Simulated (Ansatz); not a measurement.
Converging the k-point mesh at a smearing width of 0.3 eV: LuTl (P4mm, 2 atoms in the cell)

```
LuTl
1.0
    3.57690     0.00000     0.00000
    0.00000     3.57690     0.00000
    0.00000     0.00000     3.92180
Lu Tl
1 1
Direct
  0.00000   0.00000   0.01275
  0.50000   0.50000   0.50000
```

Method: LDA (PW92), default PAW files made with PBE (plane waves; Ansatz, a quantum-chemistry and plane-wave program).

Base settings: basis.ecutwfc = 420 eV; kpoints.mp_grid.grid = 9 9 9; hamiltonian.xc = lda; hamiltonian.pseudopotentials = {kind: paw} (the program's default PAW files); scf.occupations.method = fermi_dirac; scf.occupations.width = 0.1 eV.

In this ladder: scf.occupations.width = 0.3 eV.

Only quantities that move along the ladder and can be compared are tabulated.

The count of work is k-points × plane waves × bands × iterations; it is no time. 

The starting cell comes from a database of computed structures (which also holds hypothetical and non-ambient phases and stackings), without a prior relaxation at this level. Its lattice was rescaled by up to half a per cent. One atom was moved a little off its site on purpose. In the base run, with a pressure of about -3 GPa the cell is away from its equilibrium volume at this level. Ansatz's pressure includes its estimate of the finite-basis (Pulay) stress.

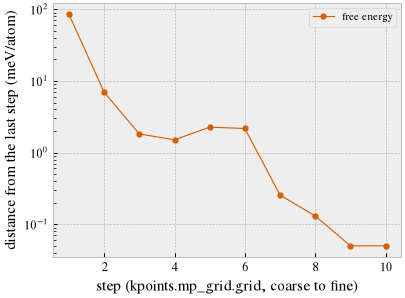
Fig. 1. Distance from the last step along the ladder; very small values are drawn at a floor.

| kpoints.mp_grid.grid | free energy less the last step's (meV/atom) | pressure (GPa) | largest difference of a force vector from the last step's (eV/Å) | count of work / last |
|---|---|---|---|---|
| 3 3 3 | -85.09 | -2.03 | 0.016 | 0.0070 |
| 4 4 4 | -6.96 | -2.87 | 0.000 | 0.018 |
| 5 5 4 | 1.82 | -2.97 | 0.003 | 0.018 |
| 6 6 5 | 1.51 | -2.86 | 0.004 | 0.035 |
| 7 7 6 | -2.27 | -3.02 | 0.002 | 0.047 |
| 8 8 8 | -2.17 | -3.02 | 0.001 | 0.087 |
| 10 10 9 | 0.26 | -2.97 | 0.000 | 0.12 |
| 12 12 11 | 0.13 | -2.97 | 0.000 | 0.20 |
| 15 15 14 | -0.03 | -2.97 | 0.000 | 0.34 |
| 18 18 16 | -0.01 | -2.97 | 0.000 | 0.58 |
| 22 22 20 | 0.00 | -2.97 | 0.000 | 1.0 |

Coarsest kpoints.mp_grid.grid that holds the pressure within 0.5 GPa of the last step, with all finer ones: 4 4 4, at 0.018 of the last step's count of work; the step before is off by 0.94 GPa.

Coarsest kpoints.mp_grid.grid that holds the free energy within 1 meV/atom of the last step, with all finer ones: 10 10 9, at 0.12 of the last step's count of work; the step before is off by 2.2 meV/atom.

Coarsest kpoints.mp_grid.grid that holds the forces within 0.01 eV/Å of the last step, with all finer ones: 4 4 4, at 0.018 of the last step's count of work; the step before is off by 0.016 eV/Å.

Two neighbours can agree and both be off: 7 7 6 and 8 8 8 differ by 0.10 meV/atom in the free energy, yet lie about 2.2 meV/atom from the last step.

Keys are those of Ansatz 0.2.
